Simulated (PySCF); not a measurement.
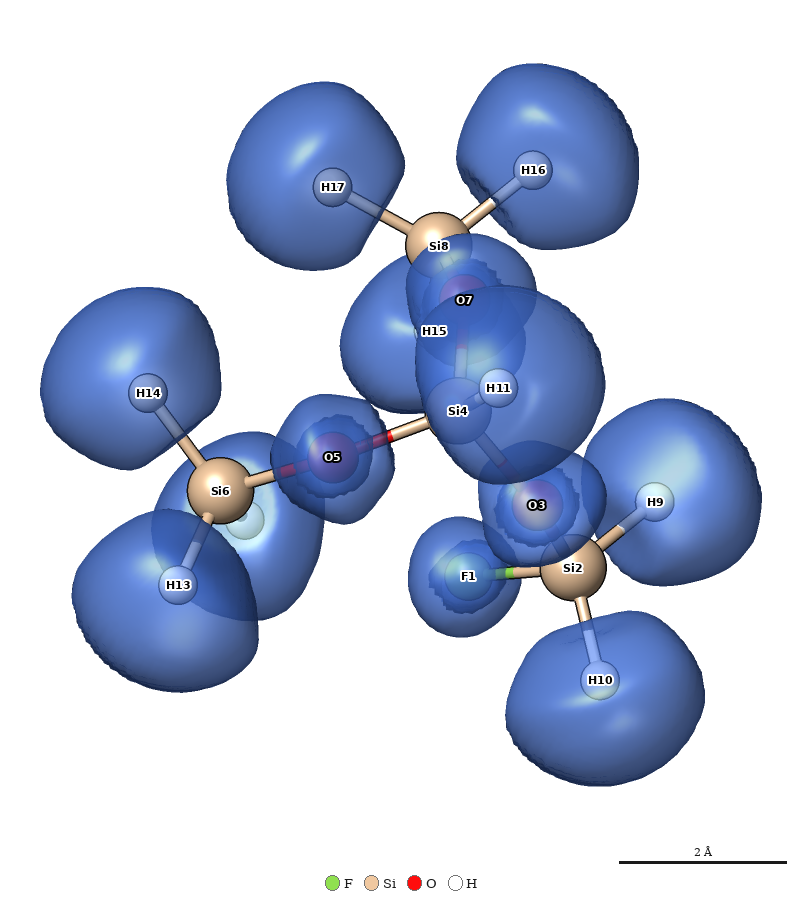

*FH9O3Si4 (SMILES F[SiH2]O[SiH](O[SiH3])O[SiH3]). Isosurface of the ELF at 0.8 (blue), seen at a tilt. Only the valence region is drawn (cores and ρ < 0.01 e/Å³ removed).*

Geometry: GFN2-xTB.

Level of theory: PBE0/pcSseg-1, SCF density, gas phase, non-relativistic (PySCF).

The calculation's input:

```
{"job": {"kind": "nmr", "xc": "PBE0", "basis": "pcSseg-1"}, "charge": 0, "multiplicity": 1}
F      1.092987    -0.860830    -2.038743
Si     2.148916    -1.111548    -0.852462
O      1.407745    -1.035987     0.569017
Si     0.209630    -0.352497     1.421497
O     -1.191322    -0.981116     0.950898
Si    -2.328050    -1.079709    -0.208725
O      0.240253     1.238870     1.185119
Si     0.076418     2.429071     0.091252
H      3.110556    -0.030741    -0.973905
H      2.593171    -2.484361    -0.985811
H      0.432370    -0.639883     2.814176
H     -1.772426    -0.786295    -1.527590
H     -2.788414    -2.462450    -0.090783
H     -3.358345    -0.104770     0.156263
H      0.326459     1.945662    -1.266051
H      1.084893     3.399587     0.516692
H     -1.291837     2.929025     0.229244
```

Run with:

```sh
OMP_NUM_THREADS=1 python probes_run.py task.json out
```

Question: What do the ELF domains correspond to?

Answer: The ELF exceeds this value in nine regions around hydrogen nuclei, one region wrapped around F (its lone pairs, merged into a ring or cap) and three regions wrapped around O (its lone pairs, merged into a ring or cap). Along the contacts the grid gives the following. Si–O (1.60 Å): the ELF peaks at about 0.85 between the atoms: a short, strongly polar bond. Si–F (1.61 Å): the ELF peaks at about 0.85 in the valence shell of F, 0.6 Å from its nucleus, and is about 0.50 at the midpoint.
